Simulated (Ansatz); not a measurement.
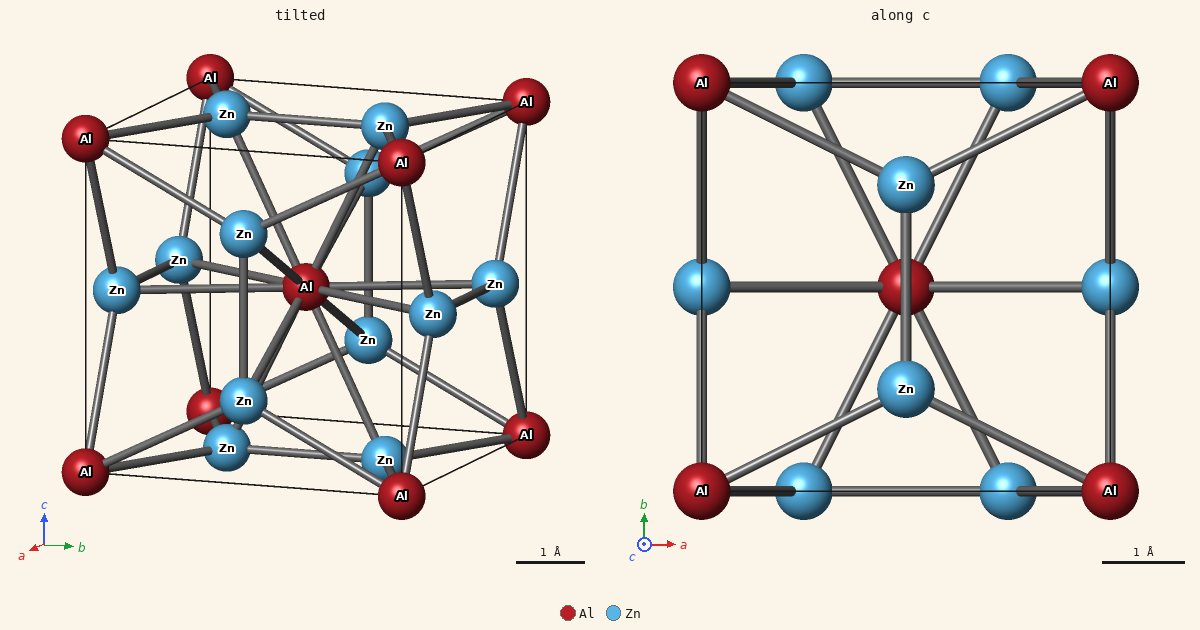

Drawn in the ball-and-stick manner and seen slightly off an axis and along the c axis. The lines enclose the conventional unit cell; boundary atoms appear with their images.

AlZn3, Cr₃Si (A15) type, space group Pm-3n (No. 223), a = 5.040 Å, b = 5.040 Å, c = 5.040 Å, α = 90.00°, β = 90.00°, γ = 90.00°. The cell started as a structure type filled with these elements by a generator (whether the compound takes this form wasn't checked). Earlier steps of the study may have refined or changed the cell and positions. It was run through Ansatz as a DFT input.

This one geometry was computed with Ansatz (DFT, plane waves, PAW) at three levels of theory: PBE, r2SCAN and PBEsol.

Which level gives the highest pressure at this volume, and what does that say about its equilibrium volume?

Answer. Highest: PBE (0.0 GPa), which points to the largest equilibrium volume. Lowest, with the smallest volume: r2SCAN (-3.6 GPa) and PBEsol (-3.9 GPa). Levels within 0.5 GPa of each other can't be told apart.

How does the band gap change with the level of theory?

Answer. All levels give a metal.

Collect the results in a table.

Answer.
| level | cutoff (eV) | k-mesh of the run's cell | gap (eV) | pressure (GPa) |
| --- | --- | --- | --- | --- |
| PBE | 420 | 8×8×8 | metal | 0.0 |
| r2SCAN | 500 | 8×8×8 | metal | -3.6 |
| PBEsol | 420 | 8×8×8 | metal | -3.9 |

Gaps are taken on the k-mesh or band path of each run.
